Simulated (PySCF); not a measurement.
**B2SiH4O7: NMR shielding calculation**

The run: NMR shielding calculation of B2SiH4O7. Method and program: GIAO PBE0/pcSseg-1 NMR shielding, non-relativistic, gas phase (PySCF 2.14.0).

The geometry comes from this level: PBE0-D3(BJ)/def2-SVP. Figures and captions count atoms from 1; the log counts them from 0 in places.

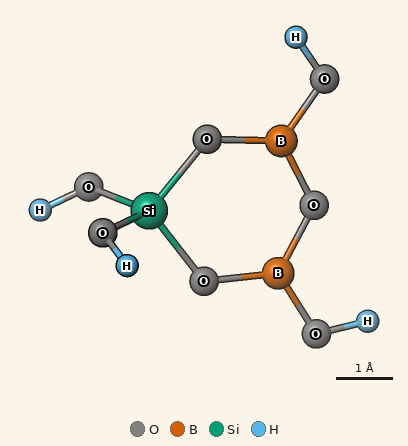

**Figure 1.** The structure (ball-and-stick view, seen at a tilt).

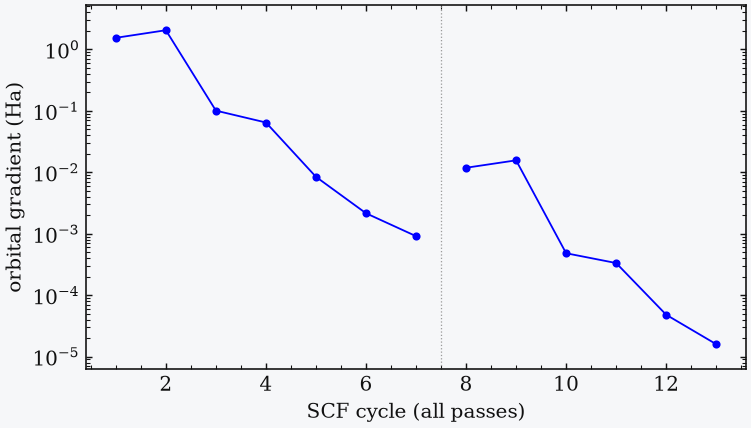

**Figure 2.** Convergence of the self-consistent field: orbital gradient against the SCF cycle. The dotted line marks the change from a coarse to the final integration grid. The first 7 cycles use a coarse grid, the final grid takes over at cycle 8, and the field converges after 13 cycles in all.

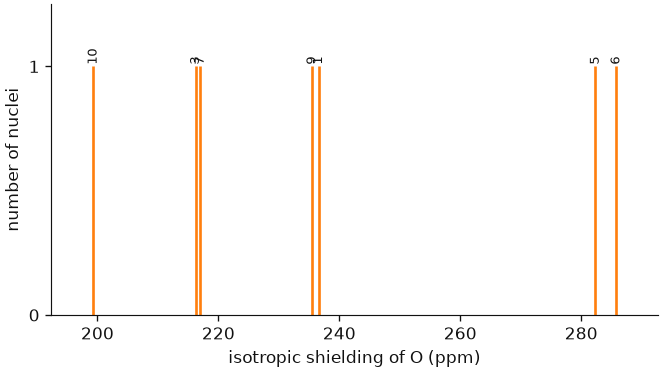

**Figure 3.** Isotropic shieldings of the oxygen nuclei in this fixed geometry, labelled by atom number; shielding grows to the right, so chemical shift grows to the left. The least shielded is O10 (199.3 ppm), the most shielded O6 (285.7 ppm).

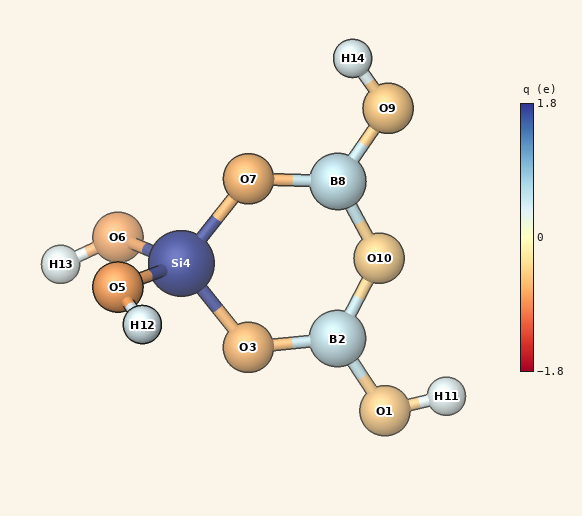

**Figure 4.** IAO charges, as the colour of each atom (ball-and-stick view, seen at a tilt; atoms are numbered from 1 in the order of the input). By element: O −0.78 to −0.48, B +0.63, Si +1.72 and H +0.38 e.

The input that produced these results follows, with the program's output.

The input
```
{"job": {"kind": "nmr", "xc": "PBE0", "basis": "pcSseg-1"}, "charge": 0, "multiplicity": 1}
O      2.800836    -0.420315    -0.681261
B      1.508660    -0.143169    -0.395319
O      0.648010    -1.182969    -0.158937
Si    -0.977124    -0.992782     0.098758
O     -1.435831    -1.847884     1.419241
O     -1.897954    -1.473634    -1.161047
O     -1.179247     0.644612     0.256656
B     -0.191712     1.561944    -0.010212
O     -0.446137     2.888484     0.048394
O      1.084950     1.166642    -0.333427
H      3.303116     0.388074    -0.824638
H     -0.791989    -1.942084     2.126904
H     -2.218015    -2.379619    -1.133501
H     -1.368147     3.053186     0.269786
```

The first line tells a small driver script what to run in PySCF; the rest is the geometry in Å.

Run as:
```bash
OMP_NUM_THREADS=1 python <driver script> task.json out
```

The program's output
```
coarse grid: 13880 points
cycle   1  E = -867.3659503220  dE =  2.025e+00  |g| = 1.545e+00  |ddm| = 3.629e+00
cycle   2  E = -867.0563117428  dE =  3.096e-01  |g| = 2.054e+00  |ddm| = 1.985e+00
cycle   3  E = -867.7702116999  dE = -7.139e-01  |g| = 1.009e-01  |ddm| = 1.216e+00
cycle   4  E = -867.7714611174  dE = -1.249e-03  |g| = 6.468e-02  |ddm| = 9.158e-02
cycle   5  E = -867.7721513971  dE = -6.903e-04  |g| = 8.445e-03  |ddm| = 3.461e-02
cycle   6  E = -867.7721635583  dE = -1.216e-05  |g| = 2.156e-03  |ddm| = 6.480e-03
cycle   7  E = -867.7721641974  dE = -6.391e-07  |g| = 9.145e-04  |ddm| = 1.599e-03
final grid: 134288 points
cycle   8  E = -867.8950174161  dE = -4.800e-05  |g| = 1.186e-02  |ddm| = 1.839e-02
cycle   9  E = -867.8950002894  dE =  1.713e-05  |g| = 1.567e-02  |ddm| = 1.372e-02
cycle  10  E = -867.8950397166  dE = -3.943e-05  |g| = 4.818e-04  |ddm| = 8.012e-03
cycle  11  E = -867.8950397382  dE = -2.159e-08  |g| = 3.336e-04  |ddm| = 4.013e-04
cycle  12  E = -867.8950397563  dE = -1.806e-08  |g| = 4.806e-05  |ddm| = 1.770e-04
cycle  13  E = -867.8950397567  dE = -4.206e-10  |g| = 1.594e-05  |ddm| = 3.886e-05
converged SCF energy = -867.8950397567

GIAO shielding tensors (ppm)
atom      isotropic    diamagn.    paramagn.     s11        s22        s33       span
  0 O      236.564     385.409    -148.845    157.359    266.197    286.137    128.779
  1 B       82.889     198.225    -115.336     69.462     84.986     94.220     24.758
  2 O      216.216     400.607    -184.391    159.886    220.994    267.767    107.881
  3 Si     424.633     882.272    -457.638    403.919    415.915    454.066     50.148
  4 O      282.346     388.936    -106.591    261.395    262.038    323.604     62.210
  5 O      285.748     386.589    -100.842    259.825    269.925    327.494     67.669
  6 O      216.995     401.158    -184.163    159.667    227.207    264.110    104.443
  7 B       83.034     198.209    -115.175     70.178     85.073     93.851     23.673
  8 O      235.468     385.519    -150.051    154.565    266.243    285.596    131.030
  9 O      199.292     396.738    -197.446    119.977    182.261    295.638    175.661
 10 H       27.963      30.709      -2.745     20.967     24.768     38.154     17.187
 11 H       29.259      32.382      -3.123     21.001     24.180     42.597     21.596
 12 H       29.085      28.651       0.434     20.755     23.232     43.269     22.514
 13 H       27.937      31.012      -3.076     20.951     25.036     37.822     16.871
```

Results in brief

```csv
quantity,value
outcome,converged
total energy,−867.895040 hartree
HOMO,−9.41 eV
LUMO,0.49 eV
dipole moment,1.59 D
"isotropic shielding, O",199.3 to 285.7 ppm
"isotropic shielding, B",82.9 to 83.0 ppm
"isotropic shielding, Si",424.6 ppm
"isotropic shielding, H",27.9 to 29.3 ppm
hardware,"1 CPU thread, shared host"
wall time,32 s
peak memory,0.98 GiB
```
